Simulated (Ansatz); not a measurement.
# RPA@PBE/def2-SVP (core potential) run of InSiH3ClO (SMILES [SiH3][O][In][Cl])

What is the vertical ionisation energy of InSiH3ClO at RPA@PBE/def2-SVP (core potential)? 

The results are computed with Ansatz 0.2.0.

113 further runs of the same task are left out: 113 set aside as unsound or not needed.

**1. The system as given**

InSiH3ClO has 7 atoms, charge 0, and is taken as a doublet. SMILES: `[SiH3][O][In][Cl]`. The coordinates come from a PBE0-D4/def2-TZVP relaxation. This is one conformer, not always the lowest.

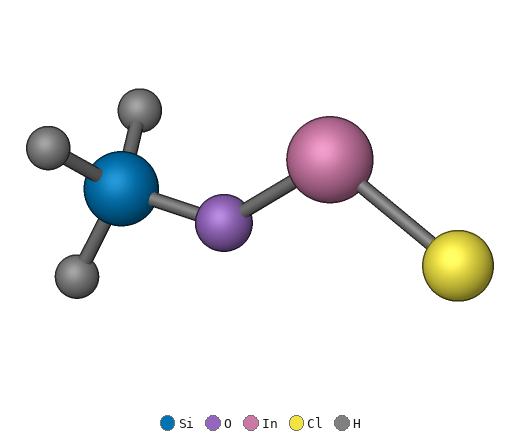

The structure, seen from a chosen angle (silicon blue, oxygen purple, indium pink, chlorine yellow, hydrogen grey).

**2. A single-point energy at RPA@PBE/def2-SVP (core potential)**

Input file input.yaml:

```yaml
basis:
  gaussian:
    orbitals: def2-SVP
crystal:
  periodic: [false, false, false]
  atoms:
    - symbol: Si
      position_ang: [0.016600, 1.144600, 0.460800]
    - symbol: O
      position_ang: [0.203700, -0.441600, 0.114500]
    - symbol: In
      position_ang: [-0.437600, -1.723300, -1.270600]
    - symbol: Cl
      position_ang: [0.330700, -3.933200, -1.041200]
    - symbol: H
      position_ang: [0.496200, 2.009500, -0.655300]
    - symbol: H
      position_ang: [0.803700, 1.457800, 1.681900]
    - symbol: H
      position_ang: [-1.413400, 1.486100, 0.709900]
magnetization:
  spin_polarized: true
  initial_magnetization: 1
accuracy: high
correlation:
  method: rpa
  frozen_orbitals: {Cl: 5, H: 0, In: 4, O: 1, Si: 5}
hamiltonian:
  xc: {name: PBE}
```

Launch:

```sh
$ ansatz run input.yaml --threads 1 --pin off --max-ram 3480MiB --events-out events.jsonl --progress --plain --runs-dir runs
```

Log:

```text
Warning: RAYON_NUM_THREADS=1 ignored (pool sized by the plan → 1); use --threads N
Functional definition: PBE
  name "PBE"
  parameter kappa = 0.804
  parameter beta = 0.06672455060314922
  exchange = pbe_x(kappa = kappa, mu = beta*pi^2/3)
  correlation = pbe_c(beta = beta)
2009 factors; integrals over basis functions are off by at most 8.1e-9 eV
mean field evaluation 1: about -27644.0861 eV, gradient 4.5e1 eV
mean field evaluation 2: about -27644.0800 eV, gradient 4.5e1 eV
mean field evaluation 4: about -27648.5142 eV, gradient 2.3e1 eV
mean field evaluation 8: about -27652.3712 eV, gradient 2.4e-1 eV
mean field evaluation 16: about -27652.3698 eV, gradient 6.3e-5 eV
mean field evaluation 32: about -27652.2892 eV, gradient 3.2e0 eV
mean field -27652.36982718 eV, -1016.2058476994 hartree, gradient 9.9e-9 eV, S^2 0.751840; 1 other end points of the search recorded, 0 dependent functions left out
15 core orbitals not correlated: weight in the atoms' cores, before any rotation towards them, 1.000 or more for the frozen orbitals, at most 0.000 for the correlated occupied ones
reference -27591.97264611 eV, -1013.9862922339 hartree; 17, 16 occupied and 59, 60 virtual orbitals, 2009 factors
Total energy: -27614.31642883 eV, -1014.8074111037 hartree
```

Run time: 23 s. Hardware: 1 thread of Arm Neoverse V2, shared host; peak memory 0.47 GiB.

**3. The singlet cation, same level**

input.yaml: that of step 2 with these lines changed.

```diff
@@ -1,4 +1 @@
-basis:
-  gaussian:
-    orbitals: def2-SVP
 crystal:
@@ -20,10 +17,7 @@
       position_ang: [-1.413400, 1.486100, 0.709900]
-magnetization:
-  spin_polarized: true
-  initial_magnetization: 1
+basis:
+  gaussian: {orbitals: def2-SVP}
+total_charge: 1
+hamiltonian: {xc: {name: PBE}}
+correlation: {method: rpa, frozen_orbitals: {Cl: 5, H: 0, In: 4, O: 1, Si: 5}}
 accuracy: high
-correlation:
-  method: rpa
-  frozen_orbitals: {Cl: 5, H: 0, In: 4, O: 1, Si: 5}
-hamiltonian:
-  xc: {name: PBE}
```

Launch:

```sh
$ ansatz run input.yaml --threads 1 --pin off --max-ram 3480MiB --events-out events.jsonl --progress --plain --runs-dir runs
```

Log, shortened:

```text
Warning: RAYON_NUM_THREADS=1 ignored (pool sized by the plan → 1); use --threads N
Functional definition: PBE
  name "PBE"
[...]
2005 factors; integrals over basis functions are off by at most 8.1e-9 eV
[...]
mean field -27643.72266912 eV, -1015.8880705019 hartree, gradient 3.1e-8 eV, S^2 0.000000; 0 other end points of the search recorded, 0 dependent functions left out
15 core orbitals not correlated: weight in the atoms' cores, before any rotation towards them, 1.000 or more for the frozen orbitals, at most 0.000 for the correlated occupied ones
reference -27582.79254465 eV, -1013.6489297277 hartree; 16, 16 occupied and 60, 60 virtual orbitals, 2005 factors
Total energy: -27605.71943501 eV, -1014.4914774080 hartree
```

Wall time 15 s (1 thread of Arm Neoverse V2, shared host); peak memory 0.48 GiB.

**4. Summary of results**

Level: RPA@PBE/def2-SVP (core potential), 15 core orbitals frozen.

| quantity | value |
| --- | --- |
| doublet InSiH3ClO: total energy | -1014.80741 Eh |
| doublet InSiH3ClO: RPA correlation energy (valence) | -821.1 mEh |
| doublet InSiH3ClO: ⟨S²⟩ of the reference determinant | 0.752 |
| singlet cation: total energy | -1014.49148 Eh |
| singlet cation: RPA correlation energy (valence) | -842.5 mEh |
| vertical ionisation energy (to the singlet cation) | 8.597 eV |

In words: The vertical ionisation energy comes to 8.60 eV (829 kJ/mol). Only the singlet of the ionised species was computed; a triplet could lie lower.
